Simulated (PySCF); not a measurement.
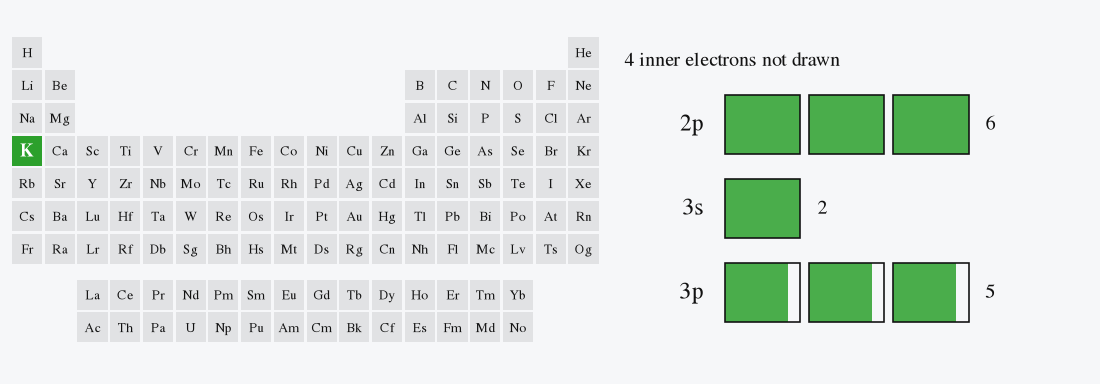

Left, the place of potassium in the periodic table; right, the outer shells of the nominal configuration: a box for each of the 2l + 1 orbitals, shaded by the share of the shell that is filled, with the electron count at the right.

# Atomic calculation, with input and output: K²⁺

System: K²⁺, configuration 1s2 2s2 2p6 3s2 3p5, multiplicity 2.
Method: unrestricted CCSD(T), aug-cc-pVDZ-X2C, spin-free X2C-1e, Gaussian nucleus (PySCF).

**Input file**
```python
from pyscf import gto, scf, dft, mp, cc
import basis_set_exchange as bse
mol = gto.M(atom="K 0 0 0", charge=2, spin=1, symmetry="D2h",
            basis=gto.basis.parse(bse.get_basis("aug-cc-pVDZ-X2C", elements=["K"], fmt="nwchem", header=False)),
            nucmod="G")
mf = scf.UHF(mol).sfx2c1e()
mf.irrep_nelec = {'Ag': (3, 3), 'B1u': (2, 2), 'B2u': (2, 2), 'B3u': (2, 1)}
mf.kernel()
mycc = cc.CCSD(mf, frozen=0).run()
mycc.ccsd_t()
```

The script is an equivalent of what the driver set up; the driver started from orbitals of its own, so the log can be shorter than this script's would be, and it computed the properties (radii, ⟨L²⟩, response) afterwards. It held the occupations shell by shell, which the script's counts by irreducible representation don't always enforce.

Hardware: 1 thread of Intel Xeon @ 2.90GHz, 163 GiB of memory available, shared host.

Launched within a batch (the task file carries these settings):
```bash
OMP_NUM_THREADS=1 python <driver script> TASK.json OUT
```

**Output (extracts)**
```
CC2 = 0
CCSD nocc = (np.int64(9), np.int64(8)), nmo = (36, 36)
frozen orbitals [[], []]
max_cycle = 100
direct = 0
conv_tol = 1e-08
conv_tol_normt = 1e-06
diis_space = 8
diis_start_cycle = 0
Init t2, MP2 energy = -0.00493753683069062
Init E_corr(UCCSD) = -0.00493753683076341
cycle = 1  E_corr(UCCSD) = -0.00555830529804498  dE = -0.000620768467  norm(t1,t2) = 0.00741768
cycle = 2  E_corr(UCCSD) = -0.00570914003274364  dE = -0.000150834735  norm(t1,t2) = 0.00190093
cycle = 3  E_corr(UCCSD) = -0.0057598594269778  dE = -5.07193942e-05  norm(t1,t2) = 0.00053901
cycle = 4  E_corr(UCCSD) = -0.00575984198925191  dE = 1.74377259e-08  norm(t1,t2) = 5.10841e-05
cycle = 5  E_corr(UCCSD) = -0.00575973822564783  dE = 1.03763604e-07  norm(t1,t2) = 9.49377e-06
cycle = 6  E_corr(UCCSD) = -0.00575975133328342  dE = -1.31076356e-08  norm(t1,t2) = 2.02838e-06
cycle = 7  E_corr(UCCSD) = -0.00575975006968424  dE = 1.26359919e-09  norm(t1,t2) = 1.32603e-07
UCCSD converged
E(UCCSD) = -600.1563708783826  E_corr = -0.005759750069684237
UCCSD(T) correction = -1.95235951192974e-05
```

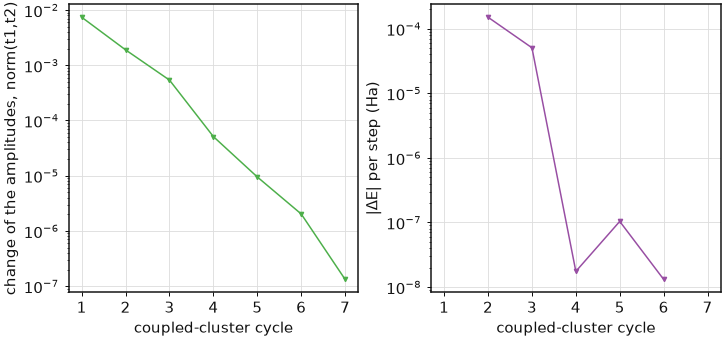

Convergence: change of the amplitudes, norm(t1,t2) and change of the energy from step to step (the smallest changes aren't drawn) against the coupled-cluster cycle. The residual falls at every step. It goes from 0.0074 to 1.3×10⁻⁷ in 7 steps.

**Summary**

```
        quantity                value
         outcome            converged
    total energy  −600.156390 hartree
CCSD correlation    −0.005760 hartree
  (T) correction    −0.000020 hartree
     CCSD energy  −600.156371 hartree
   T1 diagnostic                0.001
       wall time                1.6 s
```

**Remarks**

Limits: all electrons correlated in a basis built for the valence shell.
